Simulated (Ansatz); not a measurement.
A computed series for TiAl: pressure series

Take TiAl (space group P4/mmm, No. 123) as the base.

```yaml
crystal:
  lattice:
    - [2.81288, 0.00000, 0.00000]
    - [0.00000, 2.81288, 0.00000]
    - [0.00000, 0.00000, 4.05874]
  atoms:
    - { symbol: Al, position: [0.50000, 0.50000, 0.50000] }
    - { symbol: Ti, position: [0.00000, 0.00000, 0.00000] }
```

Cell and atoms are relaxed at each pressure.

Level of theory: Ansatz (an electronic-structure program), r2SCAN, PAW, cutoff 500 eV, scalar-relativistic without spin-orbit coupling, earlier PAW set.

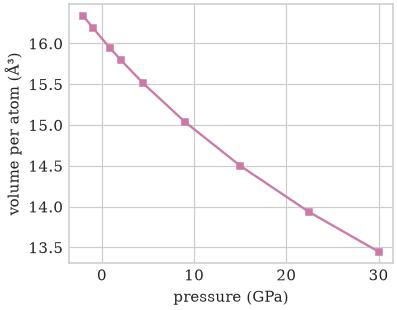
Figure. Volume against pressure

**Question.** Estimate the zero-pressure bulk modulus from the plot.

**Answer.** About 120 GPa; a third-order Birch–Murnaghan fit to the points gives V₀ = 16.06 Å³/atom, B₀ = 121 GPa and B₀′ = 3.8.

Load acts through the strain it causes; cell and atoms are relaxed under it. No phonon test of stability was made. Competing high-pressure phases were not computed. The final runs are not spin-polarised.
